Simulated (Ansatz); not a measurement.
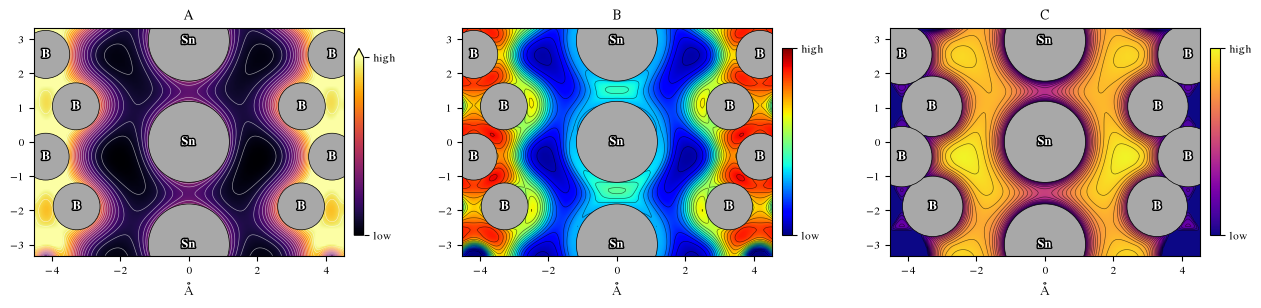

Si2SnB3: 3 fields on the (100) plane of the conventional cell, with unlabelled colour scales. Grey discs cover the atomic cores.

Space group Cmm2; a generated structure, not necessarily the stable one; changed on purpose from its base cell (volume × 1.03, shape and atoms relaxed); computed pressure about −2 GPa in this cell.

Theory: DFT PBE, scalar-relativistic, plane waves, PAW in Ansatz.

```yaml
crystal:
  lattice:
    - [6.89459, 0.00000, 0.00000]
    - [0.00000, -8.36240, 0.00000]
    - [0.00000, 0.00000, -5.95594]
  atoms:
    - { symbol: Si, position: [0.25000, 0.75000, 0.67973] }
    - { symbol: Si, position: [0.75000, 0.25000, 0.67973] }
    - { symbol: Si, position: [0.25000, 0.75000, 0.27584] }
    - { symbol: Si, position: [0.75000, 0.25000, 0.27584] }
    - { symbol: Si, position: [0.25000, 0.25000, 0.67973] }
    - { symbol: Si, position: [0.75000, 0.75000, 0.67973] }
    - { symbol: Si, position: [0.25000, 0.25000, 0.27584] }
    - { symbol: Si, position: [0.75000, 0.75000, 0.27584] }
    - { symbol: Sn, position: [0.00000, 0.00000, 0.06522] }
    - { symbol: Sn, position: [0.50000, 0.50000, 0.06522] }
    - { symbol: Sn, position: [0.00000, 0.00000, 0.56180] }
    - { symbol: Sn, position: [0.50000, 0.50000, 0.56180] }
    - { symbol: B, position: [0.00000, 0.60796, 0.74871] }
    - { symbol: B, position: [0.50000, 0.10796, 0.74871] }
    - { symbol: B, position: [0.00000, 0.60536, 0.23934] }
    - { symbol: B, position: [0.50000, 0.10536, 0.23934] }
    - { symbol: B, position: [0.00000, 0.39204, 0.74871] }
    - { symbol: B, position: [0.50000, 0.89204, 0.74871] }
    - { symbol: B, position: [0.00000, 0.39464, 0.23934] }
    - { symbol: B, position: [0.50000, 0.89464, 0.23934] }
    - { symbol: B, position: [0.00000, 0.50000, 0.49399] }
    - { symbol: B, position: [0.50000, 0.00000, 0.49399] }
    - { symbol: B, position: [0.00000, 0.50000, 0.99254] }
    - { symbol: B, position: [0.50000, 0.00000, 0.99254] }
```

The panels show electron localisation function, electrostatic potential energy of an electron and valence pseudo-density in some order. Assign them.

Panel A: valence pseudo-density. Panel B: electron localisation function. Panel C: electrostatic potential energy of an electron (low next to the atoms, rising into the space between them). From the grid: Sn–Sn (2.96 Å): ρ at the midpoint is about 0.25 e/Å³; the ELF is about 0.40 at the midpoint.
